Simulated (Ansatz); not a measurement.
```xyz
9

C     0.9593   -1.4804   -0.3307
N     0.7210   -0.4224    0.3073
Si   -0.4491    0.7680   -0.0755
O    -1.4312    1.0311    1.1808
F    -1.3982    0.3525   -1.2734
Cl    0.5527    2.4444   -0.6336
H     1.7299   -2.1733    0.0247
H     0.4368   -1.7769   -1.2506
H    -1.0327    1.2106    2.0337
```

Geometry: PBE0-D4/def2-TZVP.

Level of theory: Ansatz 0.2.0, RKS PBE0-D4/def2-TZVPP.

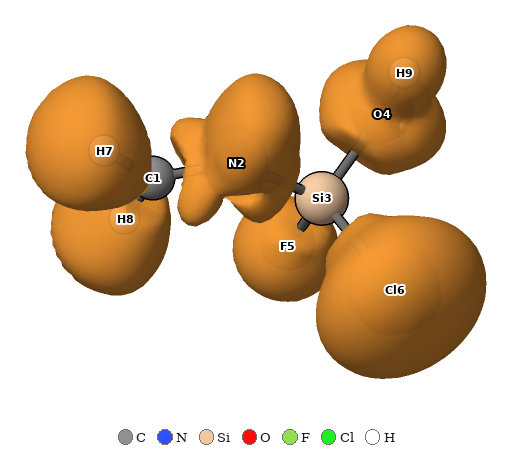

CH₃ClFNOSi (SMILES C=N[Si](O)(F)Cl). Isosurface of the electron localisation function at 0.75 (orange), seen at a tilt. Core shells and regions of very low density are left out.

**Where are the electrons localised?**

At this value the surface marks out two regions around hydrogen nuclei, one region on Cl in which the atom's valence shell and bonds are merged, one region on N in which the atom's valence shell and bonds are merged, one region wrapped around F (its lone pairs, merged into a ring or cap) and one joined region spread over several atoms (H, O), in which their bonds and any lone pairs are merged. Profiles from the grid: C–N (1.26 Å): the ELF peaks at about 0.90 between the atoms: a multiple bond. Si–F (1.58 Å): the ELF peaks at about 0.85 in the valence shell of F, 0.6 Å from its nucleus, and is about 0.50 at the midpoint.
